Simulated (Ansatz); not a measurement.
# SiH₃O−: a rigid scan of the angle Si2–O1–H3

Aim: the energy along the angle Si2–O1–H3, from CCSD(T) and from cheaper methods, relative to the minimum. No other atom is relaxed.

Computed with Ansatz 0.2.0, Gaussian basis. Level: single points in def2-TZVPPD.

Levels: PBE-D4, r2SCAN-D4, PBE0-D4, B3LYP-D4, wB97M-V, Hartree-Fock, MP2, CCSD, CCSD(T). The scan takes 76.0, 83.5, 91.0, 98.5, 106.0, 113.5, 121.0, 128.5, 136.0°.

Correlated methods freeze the cores. B3LYP uses VWN-RPA correlation.

31 further runs of the same task are left out: 31 set aside as unsound or not needed.

## Step 1: Starting geometry

The minimum, relaxed at PBE0-D4: SMILES `O[SiH2-]`, 5 atoms, charge -1, spin multiplicity 1.

Atoms are counted from 1 here; the program's logs count them from 0.

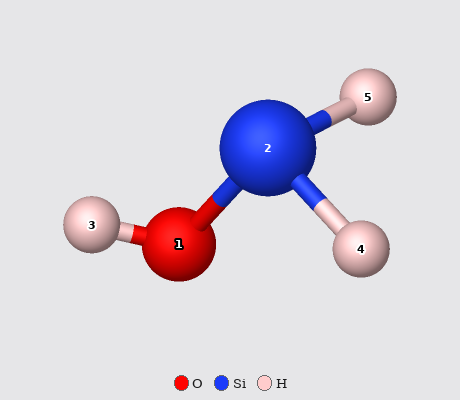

The starting geometry (oxygen red, silicon blue, hydrogen pink); atoms are numbered from 1 in the order of the file.

Coordinates:

```xyz
5

O     0.2615   -0.6409    0.8912
Si    0.1511    0.2033   -0.6476
H     1.0304   -1.2048    0.8277
H    -1.3571   -0.0026   -0.9422
H    -0.0859    1.6450   -0.1291
```

Energies of the minimum (eV), from earlier single points: PBE-D4 -9969.06491, r2SCAN-D4 -9973.49057, PBE0-D4 -9969.74274, B3LYP-D4 -9976.22938, wB97M-V -9973.94771, CCSD(T) -9959.67463.

At the minimum the angle Si2–O1–H3 is 106.0°.

## Step 2: Si2–O1–H3 = 76.0°

Contents of ccsdt-tzvppd/in.yaml:

```yaml
crystal:
  periodic: [false, false, false]
  atoms:
    - {symbol: O, position_ang: [0.261548, -0.640882, 0.891188]}
    - {symbol: Si, position_ang: [0.886078, -0.328606, -0.722828]}
    - {symbol: H, position_ang: [1.030354, -1.204776, 0.827698]}
    - {symbol: H, position_ang: [-0.434417, -0.427496, -1.529334]}
    - {symbol: H, position_ang: [0.836862, 1.220981, -0.718003]}
basis:
  gaussian: {orbitals: "def2-TZVPPD.json"}
total_charge: -1
correlation: {method: ccsd_t}
```

The basis file named in the input lies beside it (Basis Set Exchange, JSON).

The command line of these runs was not kept.

After this run come: Si2–O1–H3 = 83.5°; Si2–O1–H3 = 91.0°; Si2–O1–H3 = 98.5°; Si2–O1–H3 = 106.0°; Si2–O1–H3 = 113.5°; Si2–O1–H3 = 121.0°; Si2–O1–H3 = 128.5°; Si2–O1–H3 = 136.0°.

Before running it: what results should come out? Wanted: highest point, CCSD(T); lowest point, CCSD(T); minimum along the scan, CCSD(T); RMS deviation from CCSD(T); largest T1 diagnostic.

The runs gave:

```
                       quantity                                                                                                            value
         highest point, CCSD(T)                                                                                          10.7 kcal/mol at 76.0 °
          lowest point, CCSD(T)                                                                                          0.0 kcal/mol at 106.0 °
minimum along the scan, CCSD(T)                                                                                                          105.8 °
                curvature there                                                                                                    0.83 meV/deg²
     RMS deviation from CCSD(T)  PBE-D4 0.4, r2SCAN-D4 0.2, PBE0-D4 0.2, B3LYP-D4 0.5, wB97M-V 0.2, Hartree-Fock 1.4, MP2 0.1, CCSD 0.2 kcal/mol
          largest T1 diagnostic                                                                                                            0.016
```

In words: A polynomial through the near points puts the CCSD(T) minimum 0.2° below the PBE0-D4 value. Curvature against CCSD(T): PBE-D4 -7 %, Hartree-Fock +4 %. The curve of MP2 lies nearest to CCSD(T), that of Hartree-Fock farthest.
